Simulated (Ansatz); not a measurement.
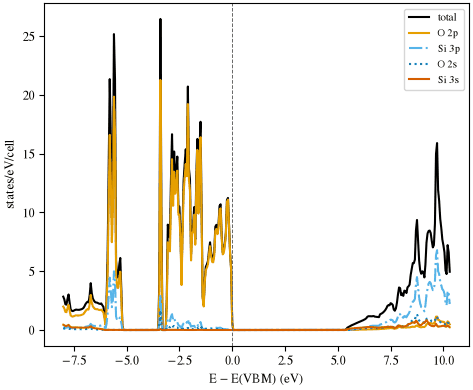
Fig. 1. Total and projected density of states of SiO2 in space group I4/mmm (No. 139; Si on 8h, O on 8f, O on 8i), DFT-LDA in the program Ansatz with PAW potentials

Which orbitals carry the states next to the gap?

Top 1 eV of the valence band: O 2p 97 %. Bottom 1 eV of the conduction band: Si 3s 29 %, Si 3p 19 %, O 2s 15 %, outside the projected shells 34 %. Projections are on Löwdin-orthogonalised atomic valence shells; empty p or d shells of many metals are not among them.

Where is the tallest occupied peak in this window, and what makes it?

Near -3.4 eV, about 26 states/eV per cell; the largest projected share is O 2p.

The first step of the workflow began from a Materials Project structure, measured or hypothetical; the Crystallography Open Database copy checked does not list it. It is not the phase usual at ambient conditions (space group No. 92, 152, 154). The cell was relaxed with LDA under the symmetry of its start. At this level the phase is dynamically unstable (imaginary phonons).

Potentials: the later of the program's two PAW sets.
